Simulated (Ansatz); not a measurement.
# Pt wire along [110], 37 atoms a period: bands along the axis

What gap, if any, does the Pt wire along [110], 37 atoms a period have, and how many channels would it open?

Method: DFT PBE, plane waves, PAW; relaxation of a wire's period; PAW set soft_1, in the first sound run; inputs show where later runs differ, in Ansatz 0.2.0.

## (1) Starting point

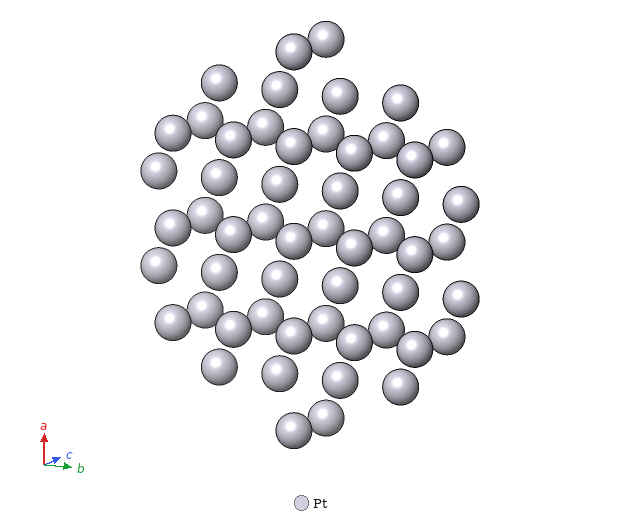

Start, viewed at a slant to the c axis; platinum light grey. Some periodic images of atoms are drawn too.

The cell holds 37 atoms: 37 Pt. Cell: a = 22.680 Å, b = 20.836 Å, c = 2.807 Å, α = 90.0°, β = 90.0°, γ = 90.0°. Vacuum lies along a and b. The structure's axis is c.

## (2) Relaxing the period

Band widths follow the bond lengths, so the wire is relaxed first. The atoms and the third cell vector are free; the box across stays fixed as vacuum. A Fermi-Dirac smearing is set since the result may be a metal. The pressure printed is a third of the stress's trace over the whole box, vacuum included; only the stress along the axis is relaxed.

input.yaml reads:

```yaml
crystal:
  lattice:
    - [22.68, 0.0, 0.0]
    - [0.0, 20.836, 0.0]
    - [0.0, 0.0, 2.8072139213]
  atoms:
    - { symbol: Pt, position: [0.149911817, 0.50000167, 0.0] }
    - { symbol: Pt, position: [0.324955908, 0.634730693, 0.0] }
    - { symbol: Pt, position: [0.324955908, 0.50000167, 0.0] }
    - { symbol: Pt, position: [0.324955908, 0.769459716, 0.0] }
    - { symbol: Pt, position: [0.5, 0.634730693, 0.0] }
    - { symbol: Pt, position: [0.5, 0.50000167, 0.0] }
    - { symbol: Pt, position: [0.5, 0.769459716, 0.0] }
    - { symbol: Pt, position: [0.675044092, 0.634730693, 0.0] }
    - { symbol: Pt, position: [0.675044092, 0.50000167, 0.0] }
    - { symbol: Pt, position: [0.675044092, 0.769459716, 0.0] }
    - { symbol: Pt, position: [0.850088183, 0.50000167, 0.0] }
    - { symbol: Pt, position: [0.237433862, 0.297908136, 0.5] }
    - { symbol: Pt, position: [0.237433862, 0.432637159, 0.5] }
    - { symbol: Pt, position: [0.237433862, 0.567366182, 0.5] }
    - { symbol: Pt, position: [0.237433862, 0.702095205, 0.5] }
    - { symbol: Pt, position: [0.412477954, 0.163179113, 0.5] }
    - { symbol: Pt, position: [0.412477954, 0.297908136, 0.5] }
    - { symbol: Pt, position: [0.412477954, 0.432637159, 0.5] }
    - { symbol: Pt, position: [0.412477954, 0.567366182, 0.5] }
    - { symbol: Pt, position: [0.412477954, 0.702095205, 0.5] }
    - { symbol: Pt, position: [0.412477954, 0.836824228, 0.5] }
    - { symbol: Pt, position: [0.587522046, 0.163179113, 0.5] }
    - { symbol: Pt, position: [0.587522046, 0.297908136, 0.5] }
    - { symbol: Pt, position: [0.587522046, 0.432637159, 0.5] }
    - { symbol: Pt, position: [0.587522046, 0.567366182, 0.5] }
    - { symbol: Pt, position: [0.587522046, 0.702095205, 0.5] }
    - { symbol: Pt, position: [0.587522046, 0.836824228, 0.5] }
    - { symbol: Pt, position: [0.762566138, 0.297908136, 0.5] }
    - { symbol: Pt, position: [0.762566138, 0.432637159, 0.5] }
    - { symbol: Pt, position: [0.762566138, 0.567366182, 0.5] }
    - { symbol: Pt, position: [0.762566138, 0.702095205, 0.5] }
    - { symbol: Pt, position: [0.324955908, 0.365272647, 0.0] }
    - { symbol: Pt, position: [0.324955908, 0.230543625, 0.0] }
    - { symbol: Pt, position: [0.5, 0.365272647, 0.0] }
    - { symbol: Pt, position: [0.5, 0.230543625, 0.0] }
    - { symbol: Pt, position: [0.675044092, 0.365272647, 0.0] }
    - { symbol: Pt, position: [0.675044092, 0.230543625, 0.0] }
kpoints:
  mp_grid: { grid: [1, 1, 29] }
scf:
  occupations: { method: fermi_dirac, width: 0.05 }
hamiltonian:
  xc: pbe
  pseudopotentials: { kind: paw, azcp: { folder: soft_1 } }
relax:
  cell: { fix: [a, b, alpha, beta, gamma] }
  max_steps: 45
  f_tol: 0.03
```

Launch:

```bash
$ ansatz run input.yaml --threads 16 --pin off --max-ram 61440MiB --backend cuda --events-out ev --progress --plain --runs-dir out --max-vram 78GiB
```

Numbers of over 12 decimals in the logs are rounded to 6 here.

Output:

```text
Engine: ansatz 0.2.0, aarch64-unknown-linux-gnu
Pseudopotentials: kind: paw
Pseudopotential: Pt, paw, valence charge 18, recommended cutoff 420 eV (normal), soft_1/Pt.paw.azcp
Functional definition: PBE
  parameter kappa = 0.804
  parameter beta = 0.066725
  exchange = pbe_x(kappa = kappa, mu = beta*pi^2/3)
  correlation = pbe_c(beta = beta)
[...]
Crystal: 37 atoms, lattice volume = 1326.578 Å³
Basis set: ecut = 420 eV, 26031 PW (Γ), exchange–correlation on 320×288×40 points (8 copies of the dense FFT grid, shifted against one another)
Bands: 400, of which v1, the nominal top of the filled ones, is band 333 counted from 1 (332 counted from 0)
Symmetry: 8 space group operations
Space group: Pmmm (ITA 47), of the structure as read, at distance tolerance 1.1e-4 Å
k-points: 15 of 29
Non-local potential: Pt, projectors of the file, l = 0: 3, l = 1: 2, l = 2: 2, l = 3: 1
PAW form: soft (Blöchl's): semilocal exchange-correlation on the pseudo side does not see the compensation charge
PAW one-centre angular grid: Pt, 590 points (default); XC on 64 Gauss nodes
Initial density: superposition of atomic densities (neutral atoms: chi_scale 0, normalization atom)
Initial wavefunctions: pseudopotential atomic-orbital guess
[...]
Functional: x = pbe(κ = 0.804, μ = 0.219515), c = pbe(β = 0.066725)
SCF iter   1: F=—  HF=-463409.335977 eV  |F-HF|=—  |Δ(HF+E_count)|=         —  Δρ=5.93e-2  dr2=1.05e2  ethr=3.10e-3  ⟨swp⟩=6.3  Hψ=21157  notcnv=0  defer=442
preconditioner: auto → LDOS  [metal: Δε(μ)=0.001 eV  Ē_g=6.709 eV  σ=0.050 eV  W_gap=0.00  n_scr=294 (ndim 8)  ℏωp=19.6 eV  f_vac=0.493  D(μ)=75.48/eV (n_scr^D=800)  β→1.0]
SCF iter   2: F=—  HF=-463404.793805 eV  |F-HF|=—  |Δ(HF+E_count)|=    4.54e0  Δρ=4.20e-2  dr2=3.97e1  ethr=3.10e-3  ⟨swp⟩=3.0  Hψ=14964  notcnv=0  defer=600
[...]
SCF iter  14: F=-463396.721580 eV  HF=-463396.721580 eV  |F-HF|=3.17e-8  |Δ(HF+E_count)|=   1.77e-8  Δρ=1.02e-6  dr2=4.23e-8  ethr=1.50e-11  ⟨swp⟩=3.0  Hψ=21253  notcnv=0
SCF 1 converged in 14 iterations: F = -463396.721580 eV  dr2 = 4.23e-8
  greatest PAW one-centre occupation: 1.000 electrons in one spin orbital (limit 2), on the Pt atom at site 24 (counted from 0), in its partial waves of l = 0
relax step   1: F+E_penalty+E_count = -463396.72157964 eV  Δ(F+E_penalty+E_count) = +0.000e0 eV  max|allowed force component| = 1.366e0 eV/Å  Δτ_max = 0.0000 Å  P = -3.595 GPa  Ω = 1326.578 Å³  fix = [a, b, alpha, beta, gamma]  reactions: a -2.931, b -2.378 GPa  (14 SCF iters, dr2 threshold 1.00e-7 eV, accepted)
[...]
Crystal: 37 atoms, lattice volume = 1267.573 Å³
Basis set: ecut = 420 eV, 24911 PW (Γ), exchange–correlation on 320×288×40 points (8 copies of the dense FFT grid, shifted against one another)
[...]
iter 1 solved again at ethr=1.66e-3 eV; its pass at ethr=3.10e-3 eV (dr2=1.11e1 eV) is discarded
SCF iter   1: F=—  HF=-463398.647456 eV  |F-HF|=—  |Δ(HF+E_count)|=         —  Δρ=1.68e-2  dr2=1.10e1  ethr=1.66e-3  ⟨swp⟩=3.3  Hψ=29703  notcnv=0
preconditioner: auto → LDOS  [metal: Δε(μ)=0.003 eV  Ē_g=7.342 eV  σ=0.050 eV  W_gap=0.01  n_scr=262 (ndim 8)  ℏωp=20.1 eV  f_vac=0.501  D(μ)=64.03/eV (n_scr^D=618)  β→1.0]
SCF iter   2: F=—  HF=-463398.256652 eV  |F-HF|=—  |Δ(HF+E_count)|=   3.91e-1  Δρ=6.86e-3  dr2=1.04e0  ethr=1.66e-3  ⟨swp⟩=2.3  Hψ=8233  notcnv=0
[...]
SCF iter  10: F=-463398.138037 eV  HF=-463398.138039 eV  |F-HF|=2.47e-6  |Δ(HF+E_count)|=   1.05e-7  Δρ=9.96e-6  dr2=3.07e-6  ethr=5.56e-10  ⟨swp⟩=4.0  Hψ=16816  notcnv=0
SCF 2 converged in 10 iterations: F = -463398.138037 eV  dr2 = 3.07e-6
  greatest PAW one-centre occupation: 1.000 electrons in one spin orbital (limit 2), on the Pt atom at site 35 (counted from 0), in its partial waves of l = 0
relax step   2: F+E_penalty+E_count = -463398.13803650 eV  Δ(F+E_penalty+E_count) = -1.416e0 eV  max|allowed force component| = 8.203e-1 eV/Å  Δτ_max = 0.1948 Å  P = +3.305 GPa  Ω = 1267.573 Å³  energy of the carried Pulay correction = +1.180e-2 eV  fix = [a, b, alpha, beta, gamma]  reactions: a +2.994, b +2.718 GPa  (10 SCF iters, dr2 threshold 3.70e-6 eV, accepted)
[...]
Crystal: 37 atoms, lattice volume = 1286.898 Å³
[...]
iter 1 solved again at ethr=9.36e-5 eV; its pass at ethr=3.10e-3 eV (dr2=6.23e-1 eV) is discarded
[...]
SCF 3 converged in 9 iterations: F = -463398.730488 eV  dr2 = 1.95e-6
[...]
SCF 4 converged in 8 iterations: F = -463398.775568 eV  dr2 = 8.25e-7
[...]
SCF 5 converged in 9 iterations: F = -463398.785650 eV  dr2 = 9.93e-8
[...]
SCF 6 converged in 8 iterations: F = -463398.774480 eV  dr2 = 1.16e-10
[...]
SCF converged after 8 iterations
[...]
--- Relaxed structure (5 steps of the walk, 5 accepted, 1 SCFs on fresh bases) ---
  F+E_penalty+E_count = -463398.77447976 eV   max|allowed force component| = 2.203e-2 eV/Å   (the final SCF, on the basis selected at the relaxed cell)
  cell:  # Å, volume = 1283.7899 Å³
    - [22.68, 0, 0]
    - [0, 20.836, 0]
    - [0, 0, 2.716668]
  atoms:
    - { symbol: Pt, position: [0.159272, 0.500000, -4.197828504680781e-18] }
    - { symbol: Pt, position: [0.324035, 0.633099, 4.1281390757434327e-19] }
    - { symbol: Pt, position: [0.320427, 0.500000, 2.031233781332909e-18] }
    - { symbol: Pt, position: [0.319674, 0.773906, 2.3688934357966396e-18] }
    - { symbol: Pt, position: [0.500000, 0.635922, 0] }
    - { symbol: Pt, position: [0.500000, 0.500000, 0] }
    - { symbol: Pt, position: [0.500000, 0.780285, 0] }
    - { symbol: Pt, position: [0.675965, 0.633099, -4.128139075743448e-19] }
    - { symbol: Pt, position: [0.679573, 0.500000, -2.0312337813329085e-18] }
    - { symbol: Pt, position: [0.680326, 0.773906, -2.368893435796643e-18] }
    - { symbol: Pt, position: [0.840728, 0.500000, 4.19782850468078e-18] }
    - { symbol: Pt, position: [0.240929, 0.295109, 0.5] }
    - { symbol: Pt, position: [0.231915, 0.423391, 0.5] }
    - { symbol: Pt, position: [0.231915, 0.576609, 0.5] }
    - { symbol: Pt, position: [0.240929, 0.704891, 0.5] }
    - { symbol: Pt, position: [0.406747, 0.169104, 0.5] }
    - { symbol: Pt, position: [0.412977, 0.298487, 0.5] }
    - { symbol: Pt, position: [0.411870, 0.432806, 0.5] }
    - { symbol: Pt, position: [0.411870, 0.567194, 0.5] }
    - { symbol: Pt, position: [0.412977, 0.701513, 0.5] }
    - { symbol: Pt, position: [0.406747, 0.830896, 0.5] }
    - { symbol: Pt, position: [0.593253, 0.169104, 0.5] }
    - { symbol: Pt, position: [0.587023, 0.298487, 0.5] }
    - { symbol: Pt, position: [0.588130, 0.432806, 0.5] }
    - { symbol: Pt, position: [0.588130, 0.567194, 0.5] }
    - { symbol: Pt, position: [0.587023, 0.701513, 0.5] }
    - { symbol: Pt, position: [0.593253, 0.830896, 0.5] }
    - { symbol: Pt, position: [0.759071, 0.295109, 0.5] }
    - { symbol: Pt, position: [0.768085, 0.423391, 0.5] }
    - { symbol: Pt, position: [0.768085, 0.576609, 0.5] }
    - { symbol: Pt, position: [0.759071, 0.704891, 0.5] }
    - { symbol: Pt, position: [0.324035, 0.366901, 4.1281390757434496e-19] }
    - { symbol: Pt, position: [0.319674, 0.226094, 2.368893435796643e-18] }
    - { symbol: Pt, position: [0.500000, 0.364078, 0] }
    - { symbol: Pt, position: [0.500000, 0.219715, 0] }
    - { symbol: Pt, position: [0.675965, 0.366901, -4.1281390757434356e-19] }
    - { symbol: Pt, position: [0.680326, 0.226094, -2.3688934357966388e-18] }
```

Run time: 17 s. Hardware: 1 × NVIDIA GB200 with 16 threads of Arm Neoverse V2, shared host; peak memory 1.7 GiB; 2.4 min of CPU time.

The steps of the relaxation:

```
step  energy less that of the first step (eV)  largest force component (eV/Å)  pressure (GPa)  volume (Å³)
   1                                   0.0000                          1.3657           -3.60      1326.58
   2                                  -1.4165                          0.8203            3.30      1267.57
   3                                  -2.0089                          0.1794           -0.67      1286.90
   4                                  -2.0540                          0.0564           -0.14      1283.86
   5                                  -2.0641                          0.0219           -0.02      1283.79
   6                                  -2.0529                          0.0220           -0.01      1283.79
```

The log counts 1 steps on a newly chosen plane-wave basis, not all of them marked here; energy and pressure can jump at such steps.

The run keeps the 8 symmetry operations that it works with, so distortions that break them were not tested.

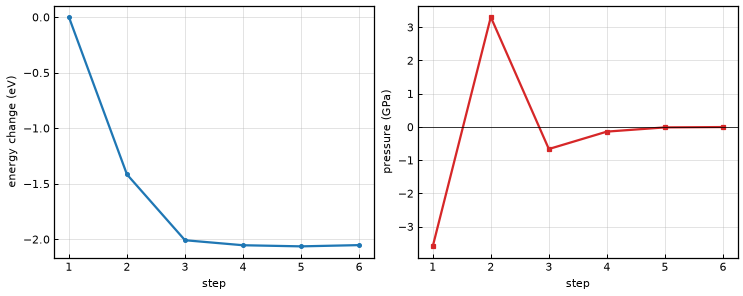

Energy and pressure along the relaxation.

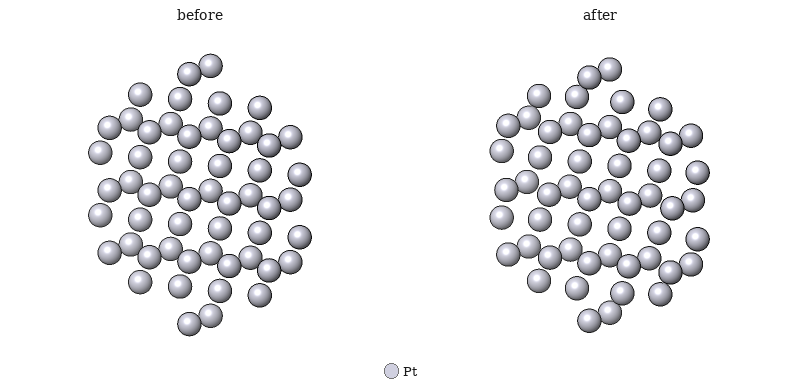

Before and after, at one scale.

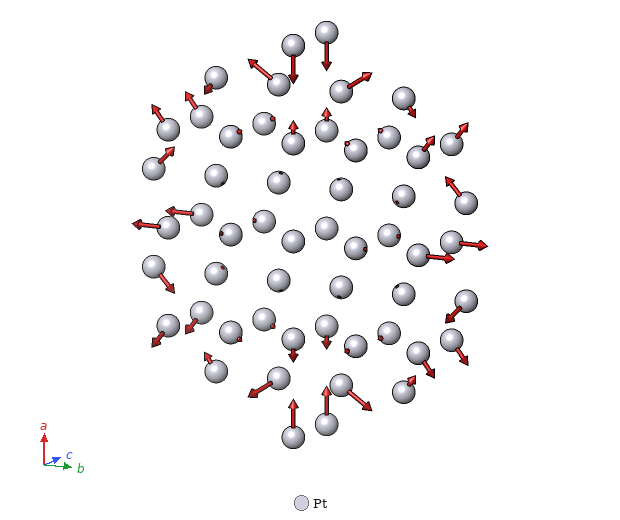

Displacements in the relaxation, exaggerated, measured against the changing cell; the longest in the cell stands for 0.23 Å. Some periodic images of atoms are drawn too.

```
cell as run  before  after  change
      c (Å)   2.807  2.717  -3.2 %
```

The atoms that moved most (Å, along periodic axes as changes of fractional coordinates times the final cell, across vacuum about the mean position):

```
atom      dx      dy     dz  length
Pt29   0.125  -0.193  0.000   0.230
Pt13  -0.125  -0.193  0.000   0.230
Pt30   0.125   0.193  0.000   0.230
Pt14  -0.125   0.193  0.000   0.230
Pt35   0.000  -0.226  0.000   0.226
 Pt7   0.000   0.226  0.000   0.226
Pt11  -0.212   0.000  0.000   0.212
 Pt1   0.212   0.000  0.000   0.212
```

The relaxed structure:

```cif
data_structure
_symmetry_space_group_name_H-M 'P 1'
_symmetry_Int_Tables_number 1
_cell_length_a 22.6800
_cell_length_b 20.8360
_cell_length_c 2.7167
_cell_angle_alpha 90.000
_cell_angle_beta 90.000
_cell_angle_gamma 90.000
_cell_volume 1283.79
loop_
_atom_site_label
_atom_site_type_symbol
_atom_site_fract_x
_atom_site_fract_y
_atom_site_fract_z
_atom_site_occupancy
Pt1 Pt 0.15927 0.50000 0.00000 1
Pt2 Pt 0.32404 0.63310 0.00000 1
Pt3 Pt 0.32043 0.50000 0.00000 1
Pt4 Pt 0.31967 0.77391 0.00000 1
Pt5 Pt 0.50000 0.63592 0.00000 1
Pt6 Pt 0.50000 0.50000 0.00000 1
Pt7 Pt 0.50000 0.78028 0.00000 1
Pt8 Pt 0.67596 0.63310 0.00000 1
Pt9 Pt 0.67957 0.50000 0.00000 1
Pt10 Pt 0.68033 0.77391 0.00000 1
Pt11 Pt 0.84073 0.50000 0.00000 1
Pt12 Pt 0.24093 0.29511 0.50000 1
Pt13 Pt 0.23192 0.42339 0.50000 1
Pt14 Pt 0.23192 0.57661 0.50000 1
Pt15 Pt 0.24093 0.70489 0.50000 1
Pt16 Pt 0.40675 0.16910 0.50000 1
Pt17 Pt 0.41298 0.29849 0.50000 1
Pt18 Pt 0.41187 0.43281 0.50000 1
Pt19 Pt 0.41187 0.56719 0.50000 1
Pt20 Pt 0.41298 0.70151 0.50000 1
Pt21 Pt 0.40675 0.83090 0.50000 1
Pt22 Pt 0.59325 0.16910 0.50000 1
Pt23 Pt 0.58702 0.29849 0.50000 1
Pt24 Pt 0.58813 0.43281 0.50000 1
Pt25 Pt 0.58813 0.56719 0.50000 1
Pt26 Pt 0.58702 0.70151 0.50000 1
Pt27 Pt 0.59325 0.83090 0.50000 1
Pt28 Pt 0.75907 0.29511 0.50000 1
Pt29 Pt 0.76808 0.42339 0.50000 1
Pt30 Pt 0.76808 0.57661 0.50000 1
Pt31 Pt 0.75907 0.70489 0.50000 1
Pt32 Pt 0.32404 0.36690 0.00000 1
Pt33 Pt 0.31967 0.22609 0.00000 1
Pt34 Pt 0.50000 0.36408 0.00000 1
Pt35 Pt 0.50000 0.21972 0.00000 1
Pt36 Pt 0.67596 0.36690 0.00000 1
Pt37 Pt 0.68033 0.22609 0.00000 1
```

This step gave:

| Property | Result |
| --- | --- |
| energy at zero smearing | -463398.4899 eV |
| cell length along the wire | 2.717 Å |

The cell's length comes to 2.717 Å with spin left out.

## (3) The wire at its relaxed period

This step: DFT PBE, plane waves, PAW; bands of a perfect wire; PAW set soft_1 (Ansatz 0.2.0).

At the relaxed period the bands are computed along the axis; those that cross an energy going forward count the channels that a perfect wire would open there.

input.yaml reads:

```yaml
crystal:
  lattice:
    - [22.68, 0.0, 0.0]
    - [0.0, 20.836, 0.0]
    - [0.0, 0.0, 2.7166678572]
  atoms:
    - { symbol: Pt, position: [0.15927184, 0.5, 0.0] }
    - { symbol: Pt, position: [0.324035445, 0.633098519, 0.0] }
    - { symbol: Pt, position: [0.320426806, 0.5, 0.0] }
    - { symbol: Pt, position: [0.319673916, 0.773906418, 0.0] }
    - { symbol: Pt, position: [0.5, 0.635921764, 0.0] }
    - { symbol: Pt, position: [0.5, 0.5, 0.0] }
    - { symbol: Pt, position: [0.5, 0.780284952, 0.0] }
    - { symbol: Pt, position: [0.675964555, 0.633098519, 0.0] }
    - { symbol: Pt, position: [0.679573194, 0.5, 0.0] }
    - { symbol: Pt, position: [0.680326084, 0.773906418, 0.0] }
    - { symbol: Pt, position: [0.84072816, 0.5, 0.0] }
    - { symbol: Pt, position: [0.240928626, 0.295108897, 0.5] }
    - { symbol: Pt, position: [0.231915036, 0.423391494, 0.5] }
    - { symbol: Pt, position: [0.231915036, 0.576608506, 0.5] }
    - { symbol: Pt, position: [0.240928626, 0.704891103, 0.5] }
    - { symbol: Pt, position: [0.406746943, 0.169104085, 0.5] }
    - { symbol: Pt, position: [0.412977123, 0.298487389, 0.5] }
    - { symbol: Pt, position: [0.411869683, 0.432805805, 0.5] }
    - { symbol: Pt, position: [0.411869683, 0.567194195, 0.5] }
    - { symbol: Pt, position: [0.412977123, 0.701512611, 0.5] }
    - { symbol: Pt, position: [0.406746943, 0.830895915, 0.5] }
    - { symbol: Pt, position: [0.593253057, 0.169104085, 0.5] }
    - { symbol: Pt, position: [0.587022877, 0.298487389, 0.5] }
    - { symbol: Pt, position: [0.588130317, 0.432805805, 0.5] }
    - { symbol: Pt, position: [0.588130317, 0.567194195, 0.5] }
    - { symbol: Pt, position: [0.587022877, 0.701512611, 0.5] }
    - { symbol: Pt, position: [0.593253057, 0.830895915, 0.5] }
    - { symbol: Pt, position: [0.759071374, 0.295108897, 0.5] }
    - { symbol: Pt, position: [0.768084964, 0.423391494, 0.5] }
    - { symbol: Pt, position: [0.768084964, 0.576608506, 0.5] }
    - { symbol: Pt, position: [0.759071374, 0.704891103, 0.5] }
    - { symbol: Pt, position: [0.324035445, 0.366901481, 0.0] }
    - { symbol: Pt, position: [0.319673916, 0.226093582, 0.0] }
    - { symbol: Pt, position: [0.5, 0.364078236, 0.0] }
    - { symbol: Pt, position: [0.5, 0.219715048, 0.0] }
    - { symbol: Pt, position: [0.675964555, 0.366901481, 0.0] }
    - { symbol: Pt, position: [0.680326084, 0.226093582, 0.0] }
kpoints:
  mp_grid: { grid: [1, 1, 30] }
  band_path: { path: ["Γ", Z], npoints: 90 }
scf:
  occupations: { method: fermi_dirac, width: 0.05 }
hamiltonian:
  xc: pbe
  pseudopotentials: { kind: paw, azcp: { folder: soft_1 } }
output:
  dos: { e_range: [-5, 4] }
  write_potential: true
  write_density: true
  volumetric_format: npy
```

Output:

```text
[...]
Crystal: 37 atoms, lattice volume = 1283.790 Å³
Basis set: ecut = 420 eV, 25259 PW (Γ)
Bands: 400, of which v1, the nominal top of the filled ones, is band 333 counted from 1 (332 counted from 0)
[... 1 set-up line as in the run before ...]
[...]
k-points: 16 of 30
[...]
SCF iter   1: F=—  HF=-463411.273722 eV  |F-HF|=—  |Δ(HF+E_count)|=         —  Δρ=5.97e-2  dr2=6.86e1  ethr=3.10e-3  ⟨swp⟩=6.9  Hψ=23856  notcnv=0  defer=399
[...]
SCF iter   6: F=—  HF=-463398.780138 eV  |F-HF|=—  |Δ(HF+E_count)|=   1.39e-4  Δρ=6.48e-4  dr2=1.35e-2  ethr=9.96e-6  ⟨swp⟩=2.9  Hψ=8899  notcnv=0  defer=689
[...]
SCF iter  12: F=—  HF=-463398.770051 eV  |F-HF|=—  |Δ(HF+E_count)|=   6.18e-7  Δρ=7.57e-6  dr2=2.01e-6  ethr=1.30e-9  ⟨swp⟩=2.0  Hψ=8637  notcnv=0  defer=689
[...]
SCF iter  14: F=-463398.770051 eV  HF=-463398.770051 eV  |F-HF|=3.66e-8  |Δ(HF+E_count)|=   6.05e-9  Δρ=1.85e-6  dr2=7.74e-8  ethr=1.50e-11  ⟨swp⟩=12.6  Hψ=25534  notcnv=0
SCF 1 converged in 14 iterations: F = -463398.770051 eV  dr2 = 7.74e-8
[...]
NSCF: frozen V_eff on 91 k-points
[...]
SCF converged after 14 iterations
[...]
```

Wall time 19 s (1 × NVIDIA GB200 with 16 threads); peak memory 4.2 GiB.

In the SCF lines HF is the Harris–Foulkes energy and dr2 the Hartree energy of the density residual, in eV; the loop may stop once dr2 is under the threshold and the program's other checks hold. Hψ counts applications of the Hamiltonian.

Numbers from this step:

- energy at zero smearing: -463398.4824 eV
- band gap on the path through both edges: 0 eV

The electronic bands at the labelled points (eV, zero at the Fermi level; # counts the bands kept):

```
point    #55    #56    #57    #58    #59    #60   #61   #62
    Γ  -0.14  -0.10  -0.06  -0.06  -0.03  -0.02  0.01  0.04
    Z   1.36   1.96   2.08   2.19   2.33   2.41  2.43  2.43
```

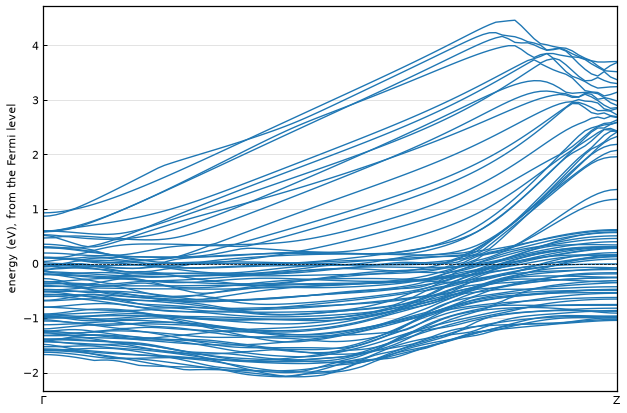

Electronic bands along the path.

Between Γ and Z the bands cross the Fermi level 39 times, so a perfect wire would conduct at least 39 G₀, with spin left out.

## (4) Summary of results

```
cell length, PBE                                            : 2.717 Å
ballistic conductance by band crossings, a lower bound, PBE : 39 G₀
```

Under PBE the cell's length is 2.72 Å, and the bands cross the Fermi level 39 times between Γ and Z, which gives a perfect wire at least 39 G₀ (opposite crossings within one step of the path cancel in such a count). No spin was allowed, though thin wires with open d shells can turn magnetic. Spin-orbit coupling is left out, which matters for the bands of heavy atoms.

[Logs are printed without paths, hosts, clocks, repeated set-up lines and the standing remarks that a program may print on its own settings, such as how far it seeks lower states.]

[Hosts, paths, dates, database ids (printed as entryN), source tags and the programs' standing remarks are cut or masked in the printed files.]
